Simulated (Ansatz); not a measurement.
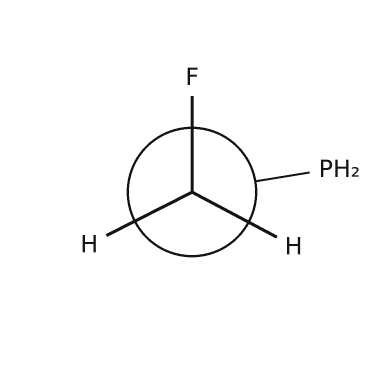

A Newman projection along the Si–O bond, silicon in front; angles are drawn as computed, but eclipsed bonds slightly apart. Computed geometry: PBE-D4/def2-SVP optimisation. No frequency run is at hand to confirm it as a minimum.

**Which molecule is it?**

FH4OPSi, F[SiH2]OP

**What is the torsion angle from the front F to the back PH2? The sign is positive where the front bond must turn clockwise to cover the back bond.**

80°, about perpendicular.
